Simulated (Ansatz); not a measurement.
**BH4O (doublet): correlated methods under varied settings at distance B1–H4 along a hydrogen transfer = 1.242 Å**

Aim: run BH4O (doublet) at one geometry under a spread of methods and options, and see what each costs and gives.

The runs use Ansatz 0.2.0, Gaussian basis; the settings change from run to run.

5 further runs of the same task are left out: 1 for a mislabelled method, 2 that didn't finish, 2 set aside as unsound or not needed.

## 1. The geometry

The geometry derives from fragments relaxed apart (PBE0/def2-TZVP) and kept rigid, so it is no stationary point. A hydrogen atom is moved between rigid fragments.

6 atoms, charge 0, spin multiplicity 2.

Atoms are counted from 1 here; the program's logs count them from 0.

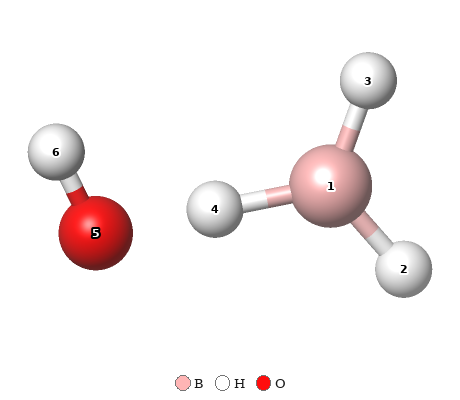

The geometry (boron pink, hydrogen white, oxygen red); atoms are numbered from 1 in the order of the file.

## 2. BCCD(T)/cc-pVDZ

The input, in.yaml:

```yaml
crystal:
  periodic: [false, false, false]
  atoms:
    - {symbol: B, position_ang: [-1.402182, 0.030718, 0.000000]}
    - {symbol: H, position_ang: [-1.998915, 1.064290, 0.000000]}
    - {symbol: H, position_ang: [-1.998915, -1.002853, 0.000000]}
    - {symbol: H, position_ang: [-0.160182, 0.030718, 0.000000]}
    - {symbol: O, position_ang: [1.122818, 0.030718, 0.000000]}
    - {symbol: H, position_ang: [1.374677, -0.909232, 0.000000]}
basis:
  gaussian: {orbitals: cc-pVDZ}
magnetization: {spin_polarized: true, initial_magnetization: 1}
hamiltonian: {xc: {name: r2SCAN}}
correlation: {method: bccd_t, electrons: valence}
scf: {omitted_lower_state_checks: [cluster_reference]}
```

On the command line:

```
$ ansatz run in.yaml --threads 1 --pin off --events-out ev --progress --plain --max-ram 2393MiB
```

What it wrote (excerpt; [...] marks lines left out):

```text
Functional definition: r2SCAN
  name "r2SCAN"
  cite "Furness, Kaplan, Ning, Perdew & Sun, J. Phys. Chem. Lett. 11, 8208 (2020) doi:10.1021/acs.jpclett.0c02405"
  cite "Furness, Kaplan, Ning, Perdew & Sun, J. Phys. Chem. Lett. 11, 9248 (2020) doi:10.1021/acs.jpclett.0c03077"
  parent r2scan
[...]
433 factors; integrals over basis functions are off by at most 1.4e-3 eV
[...]
mean field -2783.01734534 eV, -102.2740010444 hartree, gradient 7.0e-6 eV, S^2 0.755790; 0 other end points of the search recorded, 0 dependent functions left out
2 core orbitals not correlated: weight in the atoms' cores, before any rotation towards them, 1.000 or more for the frozen orbitals, at most 0.000 for the correlated occupied ones
reference -2768.03871030 eV, -101.7235463596 hartree; 7, 6 occupied and 39, 40 virtual orbitals, 433 factors
second order -7.89792359 eV of doubles, -0.29188559 eV of singles
cycle   1  -8.44770925 eV  change   -2.5e-1 eV  update   7.5e-2
[...]
cycle  12  -8.76641562 eV  change   -1.0e-6 eV  update   8.9e-6
perturbative correction -0.17517507 eV, -0.0064375651 hartree
Total energy: -2776.98030099 eV, -102.0521437567 hartree
Checks for a lower state left out: cluster_reference
```

Run time: 3.6 s. Hardware: 1 thread of Intel Xeon Platinum 8488C, shared host.

From the report: ⟨S²⟩ of the determinant 0.756 (pure doublet: 0.75); correlation -8.9416 eV; largest double amplitude 0.05.

## 3. MP2 on ROHF/def2-SVP

Edit in.yaml of step 2 so:

```diff
@@ -10,6 +10,4 @@
 basis:
-  gaussian: {orbitals: cc-pVDZ}
-magnetization: {spin_polarized: true, initial_magnetization: 1}
-hamiltonian: {xc: {name: r2SCAN}}
-correlation: {method: bccd_t, electrons: valence}
-scf: {omitted_lower_state_checks: [cluster_reference]}
+  gaussian: {orbitals: def2-SVP}
+magnetization: {spin_polarized: false, initial_magnetization: 1}
+correlation: {method: mp2, electrons: valence}
```

Same command.

What it wrote (excerpt; [...] marks lines left out):

```text
Functional definition: HF
  name "HF"
  cite "Fock, Z. Phys. 61, 126 (1930) doi:10.1007/BF01340294"
  parent pbe
[...]
483 factors; integrals over basis functions are off by at most 1.3e-3 eV
[...]
mean field -2765.86219728 eV, -101.6435609812 hartree, gradient 2.0e-6 eV, S^2 0.750000; 4 other end points of the search recorded, 0 dependent functions left out
[...]
2 core orbitals not correlated: weight in the atoms' cores, before any rotation towards them, 1.000 or more for the frozen orbitals, at most 0.000 for the correlated occupied ones
reference -2765.86219728 eV, -101.6435609812 hartree; 7, 6 occupied and 39, 40 virtual orbitals, 483 factors
second order -7.39886337 eV of doubles, -0.14647472 eV of singles
Total energy: -2773.40753537 eV, -101.9208470416 hartree
```

Wall time 0.6 s (1 thread of Intel Xeon Platinum 8488C, shared host).

## 4. CCSD(T) on ROHF/cc-pVDZ

Edit in.yaml of step 3 so:

```diff
@@ -10,4 +10,5 @@
 basis:
-  gaussian: {orbitals: def2-SVP}
+  gaussian: {orbitals: cc-pVDZ}
 magnetization: {spin_polarized: false, initial_magnetization: 1}
-correlation: {method: mp2, electrons: valence}
+correlation: {method: ccsd_t, electrons: outside_noble_gas, diis_vectors: 4}
+output: {forces: true}
```

Launched as before.

What it wrote (excerpt; [...] marks lines left out):

```text
Functional definition: HF
  name "HF"
  cite "Fock, Z. Phys. 61, 126 (1930) doi:10.1007/BF01340294"
  parent pbe
[...]
433 factors; integrals over basis functions are off by at most 1.4e-3 eV
[...]
mean field -2768.30719859 eV, -101.7334131221 hartree, gradient 9.8e-6 eV, S^2 0.750000; 4 other end points of the search recorded, 0 dependent functions left out
[...]
determinant -2768.30719859 eV, -101.7334131221 hartree, with singles and doubles -2776.83988124 eV, -102.0469834259 hartree
determinant -2767.04662371 eV, -101.6870878499 hartree, with singles and doubles -2775.07822571 eV, -101.9822437792 hartree
2 core orbitals not correlated: weight in the atoms' cores, before any rotation towards them, 1.000 or more for the frozen orbitals, at most 0.000 for the correlated occupied ones
reference -2768.30719859 eV, -101.7334131221 hartree; 7, 6 occupied and 39, 40 virtual orbitals, 433 factors
second order -7.40591951 eV of doubles, -0.14422075 eV of singles
cycle   1  -8.53269409 eV  change   -1.1e-5 eV  update   1.9e-3
[...]
cycle  12  -8.53431877 eV  change   -1.2e-6 eV  update   4.4e-7
perturbative correction -0.16250362 eV, -0.0059718978 hartree
[...]
Total energy: -2777.00402098 eV, -102.0530154500 hartree
Atom 0 at    -1.402182     0.030718     0.000000 Å, force    -1.449897    -0.163146     0.000000 eV/Å
Atom 1 at    -1.998915     1.064290     0.000000 Å, force     0.000798     0.401085     0.000000 eV/Å
Atom 2 at    -1.998915    -1.002853     0.000000 Å, force    -0.075874    -0.400234    -0.000000 eV/Å
Atom 3 at    -0.160182     0.030718     0.000000 Å, force     0.988915    -0.077657    -0.000000 eV/Å
Atom 4 at     1.122818     0.030718     0.000000 Å, force     0.906467     0.563583     0.000000 eV/Å
Atom 5 at     1.374677    -0.909232     0.000000 Å, force    -0.370409    -0.323631    -0.000000 eV/Å
Dipole moment:    -0.132704    -0.287688     0.000000 e Å
```

Wall time 6 s (1 thread of Intel Xeon Platinum 8488C, shared host).

From the report: correlation -8.6968 eV; T1 0.031; largest double amplitude 0.05.

## 5. BCCD(T) on UHF/cc-pVDZ

Edit in.yaml of step 4 so:

```diff
@@ -11,4 +11,3 @@
   gaussian: {orbitals: cc-pVDZ}
-magnetization: {spin_polarized: false, initial_magnetization: 1}
-correlation: {method: ccsd_t, electrons: outside_noble_gas, diis_vectors: 4}
-output: {forces: true}
+magnetization: {spin_polarized: true, initial_magnetization: 1}
+correlation: {method: bccd_t, electrons: outside_noble_gas, diis_vectors: 12}
```

The command is unchanged.

What it wrote (excerpt; [...] marks lines left out):

```text
Functional definition: HF
  name "HF"
  cite "Fock, Z. Phys. 61, 126 (1930) doi:10.1007/BF01340294"
  parent pbe
[...]
433 factors; integrals over basis functions are off by at most 1.4e-3 eV
[...]
mean field -2768.56010236 eV, -101.7427071642 hartree, gradient 5.6e-6 eV, S^2 0.772800; 5 other end points of the search recorded, 0 dependent functions left out
determinant -2768.56010236 eV, -101.7427071642 hartree, with singles and doubles -2776.84660272 eV, -102.0472304359 hartree
determinant -2767.15611669 eV, -101.6911116425 hartree, with singles and doubles -2775.07973492 eV, -101.9822992418 hartree
determinant -2765.07148817 eV, -101.6145029574 hartree, with singles and doubles -2773.97839261 eV, -101.9418256582 hartree
2 core orbitals not correlated: weight in the atoms' cores, before any rotation towards them, 1.000 or more for the frozen orbitals, at most 0.000 for the correlated occupied ones
reference -2768.56010236 eV, -101.7427071642 hartree; 7, 6 occupied and 39, 40 virtual orbitals, 433 factors
second order -7.27345719 eV of doubles, -0.00000000 eV of singles
cycle   1  -8.26858671 eV  change    1.8e-2 eV  update   8.3e-3
[...]
cycle  10  -8.26943783 eV  change    5.0e-6 eV  update   6.7e-6
perturbative correction -0.17513497 eV, -0.0064360913 hartree
Total energy: -2777.00467515 eV, -102.0530394904 hartree
```

Run time: 3.2 s. Hardware: 1 thread of Intel Xeon Platinum 8488C, shared host.

From the report: ⟨S²⟩ of the determinant 0.773 (pure doublet: 0.75); correlation -8.4446 eV; largest double amplitude 0.05.

## 6. The runs in one table

Where basis and cores are those of an earlier UCCSDT(Q)/cc-pVDZ run (-2777.0439 eV), and the state is the same kind, the miss against it is given.

```tsv
level	correlated	functions	energy (eV)	from UCCSDT(Q) (meV)	time
BCCD(T)/cc-pVDZ (on r2SCAN orbitals)	valence	48	-2776.9803	63.6	3.6 s
MP2 on ROHF/def2-SVP	valence	48	-2773.4075		0.6 s
CCSD(T) on ROHF/cc-pVDZ	outside noble gas	48	-2777.0040	39.9	6 s
BCCD(T) on UHF/cc-pVDZ	outside noble gas	48	-2777.0047	39.2	3.2 s
```

## 7. Results

| quantity | value |
| --- | --- |
| runs | 4 |
| quickest | MP2 on ROHF/def2-SVP, 0.6 s |
| slowest | CCSD(T) on ROHF/cc-pVDZ, 6 s |

In words: Total energies in different bases, with other cores or another treatment of relativity can't be set against each other. CCSD(T) on ROHF/cc-pVDZ took 10 times as long as MP2 on ROHF/def2-SVP; the jobs differ in more than the method. Among the correlated runs with a miss given, it spans +39 to +64 meV. Cores frozen from Kohn-Sham orbitals shift the total energy.
